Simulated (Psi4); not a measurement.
# CAM-B3LYP/cc-pVQZ-F12 (density fitting, sweep point 3) run of [HO2]− (hydroperoxide(1-))

What is the vertical ionisation energy of [HO2]− (hydroperoxide(1-)) at CAM-B3LYP/cc-pVQZ-F12 (density fitting, sweep point 3)? 

The calculation is run with Psi4 1.11.

## Step 1: The molecule

The species is [HO2]− (3 atoms), meant as a singlet with charge -1. As SMILES, `[O-]O`. The coordinates come from a PBE0-D4/def2-TZVPD relaxation.

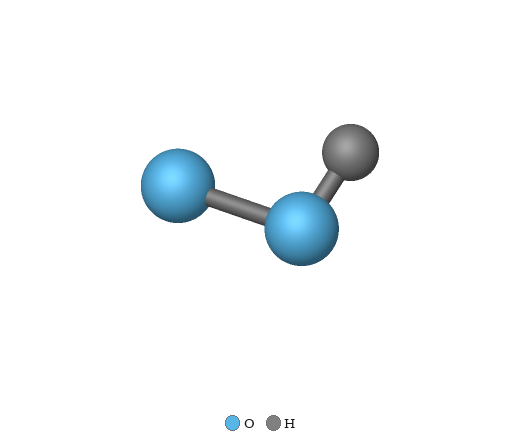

The structure, seen from a chosen angle (oxygen blue, hydrogen grey).

## Step 2: The energy at CAM-B3LYP/cc-pVQZ-F12 (density fitting, sweep point 3)

ho2.inp

```
memory 1600 MB

molecule mol {
  -1 1
  O     -0.357760     1.025590    -0.080830
  O     -0.242260    -0.445880    -0.180750
  H      0.600030    -0.579720     0.261570
  symmetry c1
}

set reference rks
set puream true
set scf_type df
set dft_radial_points 99
set dft_spherical_points 590

energy_value, wavefunction = energy("cam-b3lyp/cc-pVQZ-F12", return_wfn=True)
```

Command:

```console
psi4 ho2.inp ho2.out -n 1
```

ho2.out:

```text
[...]
  Running in c1 symmetry.
[...]
  Nuclear repulsion =   29.527067200135445
[...]
  Multiplicity = 1
[...]
  Nalpha       = 9
  Nbeta        = 9
[...]
    Number of basis functions: 208
[...]
   @DF-RKS iter   1:  -150.76003726840952   -5.84356e-01   3.43511e-03 DIIS/ADIIS
[...]
   @DF-RKS iter   9:  -150.97475069021192   -4.54899e-07   9.56957e-07 DIIS
[...]
    Orbital Energies [Eh]
    ---------------------
    Doubly Occupied:
       1A    -18.975470     2A    -18.896206     3A     -0.867392
       4A     -0.608586     5A     -0.292448     6A     -0.196029
       7A     -0.176038     8A     -0.034265     9A     -0.008858
[...]
  @DF-RKS Final Energy:  -150.97475069021192
   => Energetics <=
    Nuclear Repulsion Energy =             29.5270672001354448
    One-Electron Energy =                -271.9679232930639046
    Two-Electron Energy =                 104.4642685080112017
    DFT Exchange-Correlation Energy =     -12.9981631052946405
    Empirical Dispersion Energy =           0.0000000000000000
    VV10 Nonlocal Energy =                  0.0000000000000000
    Total Energy =                       -150.9747506902119198
[...]
 Multipole Moments:
 ------------------------------------------------------------------------------------
     Multipole            Electronic (a.u.)      Nuclear  (a.u.)        Total (a.u.)
 ------------------------------------------------------------------------------------
 L = 1.  Multiply by 2.5417464519 to convert [e a0] to [Debye]
 Dipole X            :         -0.2744620            0.8887421            0.6142801
 Dipole Y            :         -0.1013494           -0.7937641           -0.8951135
 Dipole Z            :         -0.0000000            0.0000000           -0.0000000
 Magnitude           :                                                    1.0856188
[...]
```

Run time: 24 s. Hardware: 1 thread of Intel Xeon at 2.70GHz, shared host; peak memory 1.1 GiB.

## Step 3: Doublet neutral HO2, same level

job.inp

```
memory 1600 mb

molecule m {
  0 2
  O     -0.357760     1.025590    -0.080830
  O     -0.242260    -0.445880    -0.180750
  H      0.600030    -0.579720     0.261570
  symmetry c1
}

set globals {
  reference uks
  puream true
  scf_type df
  dft_radial_points 99
  dft_spherical_points 590
  maxiter 100
}

energy("cam-b3lyp/cc-pVQZ-F12")
```

Command:

```console
psi4 job.inp job.out -n 1
```

job.out:

```text
[...]
  Running in c1 symmetry.
[...]
  Nuclear repulsion =   29.527067200135445
[...]
  Multiplicity = 2
[...]
  Nalpha       = 9
  Nbeta        = 8
[...]
    Number of basis functions: 208
[...]
   @DF-UKS iter   1:  -150.87909517034930   -7.03414e-01   1.63565e-03 DIIS/ADIIS
[...]
   @DF-UKS iter  10:  -150.92347510705170   -2.63308e-07   6.03049e-07 DIIS
[...]
   @S^2 Observed:                7.553382524E-01
[...]
    Orbital Energies [Eh]
    ---------------------
    Alpha Occupied:
       1A    -19.324112     2A    -19.323313     3A     -1.223420
       4A     -0.991173     5A     -0.622857     6A     -0.552658
       7A     -0.541794     8A     -0.416949     9A     -0.409335
    Alpha Virtual:
      10A      0.001058    11A      0.037959    12A      0.077456
      13A      0.078778    14A      0.080254    15A      0.113359
      16A      0.118538    17A      0.121497    18A      0.170500
      19A      0.238449    20A      0.323340    21A      0.327366
      22A      0.370556    23A      0.394236    24A      0.407347
      25A      0.436862    26A      0.459241    27A      0.460230
[...]
  @DF-UKS Final Energy:  -150.92347510705170
   => Energetics <=
    Nuclear Repulsion Energy =             29.5270672001354448
    One-Electron Energy =                -265.9529645434236613
    Two-Electron Energy =                  98.3013742476602062
    DFT Exchange-Correlation Energy =     -12.7989520114236957
    Empirical Dispersion Energy =           0.0000000000000000
    VV10 Nonlocal Energy =                  0.0000000000000000
    Total Energy =                       -150.9234751070517291
[...]
 Multipole Moments:
 ------------------------------------------------------------------------------------
     Multipole            Electronic (a.u.)      Nuclear  (a.u.)        Total (a.u.)
 ------------------------------------------------------------------------------------
 L = 1.  Multiply by 2.5417464519 to convert [e a0] to [Debye]
 Dipole X            :         -0.2089274            0.8887421            0.6798147
 Dipole Y            :          0.4080502           -0.7937641           -0.3857139
 Dipole Z            :         -0.0000000            0.0000000           -0.0000000
 Magnitude           :                                                    0.7816158
[...]
```

Run time: 48 s. Hardware: 1 thread of Intel Xeon at 2.70GHz, shared host; peak memory 1.1 GiB.

## Step 4: Outcome

Level: CAM-B3LYP/cc-pVQZ-F12 (density fitting, sweep point 3).

| quantity | value |
| --- | --- |
| singlet [HO2]−: total energy | -150.97475 Eh |
| singlet [HO2]−: HOMO energy | -0.24 eV |
| singlet [HO2]−: LUMO energy | 5.12 eV |
| singlet [HO2]−: HOMO–LUMO gap (to an unbound level, set by the basis) | 5.36 eV |
| doublet neutral HO2: total energy | -150.92348 Eh |
| doublet neutral HO2: dipole moment | 1.99 D |
| doublet neutral HO2: HOMO energy (highest over α and β) | -10.55 eV |
| doublet neutral HO2: LUMO energy (lowest over α and β) | -2.78 eV |
| doublet neutral HO2: ⟨S²⟩ | 0.755 |
| vertical detachment energy (to the doublet neutral) | 1.395 eV |

What this shows: Removing an electron at fixed nuclei costs 1.40 eV (32 kcal/mol). The negative HOMO energy of the first species, 0.24 eV, lies 1.15 eV below that difference.
